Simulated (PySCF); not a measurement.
System: C4H10BrNSi.

```xyz
17

C     2.8990    0.2568    0.9314
C     1.9618    0.1944    0.0012
Si    0.4852   -0.9581    0.0737
Br    0.4537   -2.1508   -1.8080
N    -0.9332    0.0008    0.0387
C    -2.2315   -0.5210   -0.3143
C    -1.0241    1.1917    0.8479
H     2.8638   -0.3580    1.8166
H     3.7461    0.9210    0.8577
H     2.0537    0.8305   -0.8717
H     0.6017   -1.9630    1.1329
H    -2.8095    0.2531   -0.8252
H    -2.1291   -1.3719   -0.9828
H    -2.7928   -0.8376    0.5722
H    -0.0283    1.5721    1.0634
H    -1.5868    1.9588    0.3098
H    -1.5367    0.9934    1.7961
```

Geometry: GFN2-xTB.

The calculation used PBE0/def2-SVPD, SCF density, gas phase (PySCF).

What can the converged electron density and electron localisation function tell about the bonding?

C–N (1.44 Å): the density is about 1.9 e/Å³ at the midpoint; the ELF peaks at about 0.95 between the atoms, as expected for localised, covalent bonding.
C–H (1.09 Å): the density is about 2 e/Å³ at the midpoint; the ELF climbs to about 1 towards the hydrogen, as it does in any bond to H (an ordinary covalent bond to hydrogen).

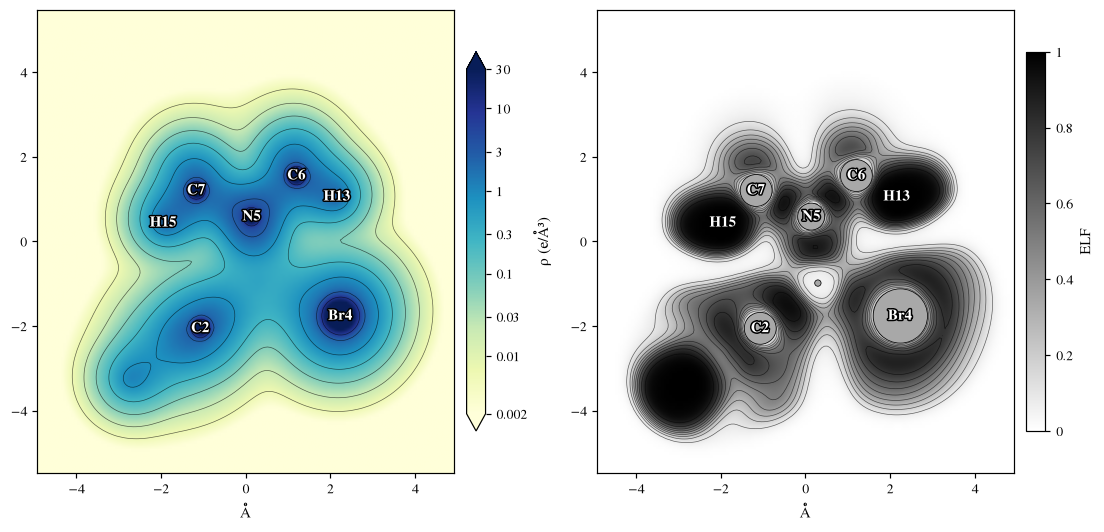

Computed electron density and electron localisation function on the plane of atoms N5, C6 and H13, in this order. Grey discs cover the atomic cores in the ELF map. 
